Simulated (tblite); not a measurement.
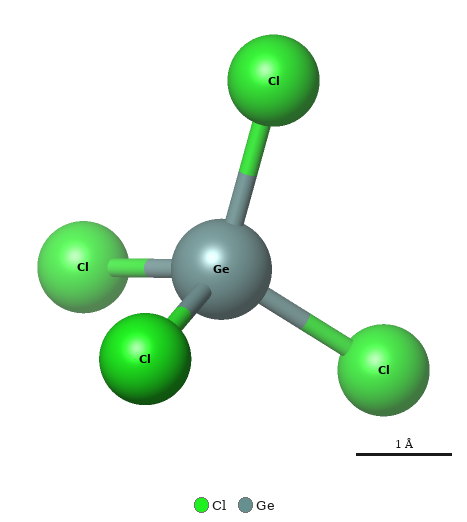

**Figure 1.** The structure (ball-and-stick view, seen at a tilt). Sticks mark near contacts. Bond lengths as drawn: Cl–Ge 2.12 Å.

Polarizability calculation of GeCl4

System: GeCl4, SMILES [Cl][Ge]([Cl])([Cl])[Cl].
Method: GFN2-xTB, R-SCC (tblite 0.8.0).

The geometry comes from this level: PBE0-D4/def2-TZVP.

### The input (xtb_job.py)
```python
# GFN2-xTB finite-field polarizability
import json
import numpy as np
from tblite.interface import Calculator
from tblite.library import ffi
from tblite.interface import symbols_to_numbers

symbols = list(map(str, np.loadtxt("start.xyz", skiprows=2, usecols=0, dtype=str, ndmin=1)))
numbers = np.array(symbols_to_numbers(symbols))
positions = np.loadtxt("start.xyz", skiprows=2, usecols=(1, 2, 3), ndmin=2) / 0.5291772

def dipole(field):
    calculator = Calculator("GFN2-xTB", numbers, positions, charge=0, uhf=0)
    calculator.set("verbosity", 0)
    calculator.set("accuracy", 0.01)
    calculator.add("electric-field", ffi.new("double[3]", list(field)))
    return calculator.singlepoint()

F = 0.001  # field step, atomic units
result = dipole([0.0, 0.0, 0.0])
alpha = np.array([(dipole(F * v).get('dipole') - dipole(-F * v).get('dipole')) / (2 * F) for v in np.eye(3)])
print(f"E = {result.get('energy'):.8f} Eh")
print("polarizability tensor (bohr^3)")
for row in alpha:
    print("".join(f"{v:12.4f}" for v in row))
w = np.linalg.eigvalsh((alpha + alpha.T) / 2)
print("principal values", np.round(w, 3), " isotropic %.3f" % w.mean())
out = {k: np.asarray(result.get(k)).tolist() for k in ("energy", "gradient", "charges", "dipole", "orbital-energies", "orbital-occupations")}
out.update(symbols=symbols, positions=(positions * 0.529177210903).tolist(), alpha=alpha.tolist())
json.dump(out, open("results.json", "w"))
```

### File start.xyz
```
5

Cl    -0.989190    -0.081580     1.868640
Ge     0.000090    -0.000040     0.000100
Cl     1.631480    -1.347370     0.005960
Cl    -1.351400    -0.535660    -1.537220
Cl     0.709020     1.964660    -0.337480
```

Command:
```bash
python xtb_job.py
```

### The program's output
```
E = -20.32241668 Eh
polarizability tensor (bohr^3)
    169.3651     -0.0048     -0.0073
     -0.0074    169.3584      0.0002
     -0.0056     -0.0016    169.3574
principal values [169.351 169.359 169.371]  isotropic 169.360
```

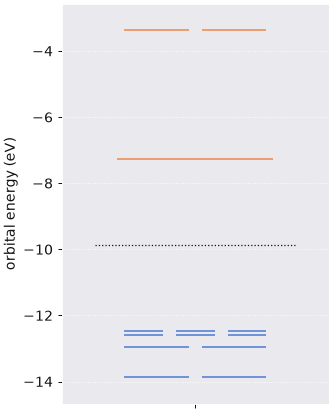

**Figure 2.** Orbital energies near the frontier; the dotted line parts filled from empty levels, and levels within 0.02 eV of each other stand side by side. Highest filled −12.48 eV, lowest empty −7.28 eV, 5.20 eV apart.

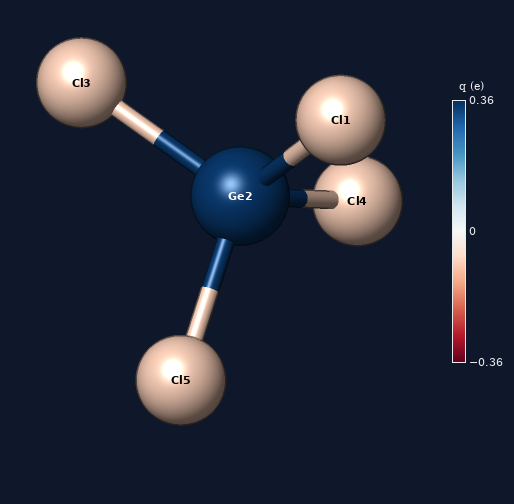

**Figure 3.** Mulliken charges, as the colour of each atom (ball-and-stick view, seen at a tilt; atoms are numbered from 1 in the order of the input). By element: Cl −0.09 and Ge +0.35 e.

### Results in brief

| quantity | value |
| --- | --- |
| outcome | converged |
| total energy | −20.322417 hartree |
| basis functions | 45 |
| largest force | 0.149 eV/Å |
| HOMO | −12.48 eV |
| LUMO | −7.28 eV |
| dipole moment | 0.00 D |
| hardware | 1 thread of Arm Neoverse V2, 24 GiB of memory available, shared host |
| peak memory | 0.07 GiB |
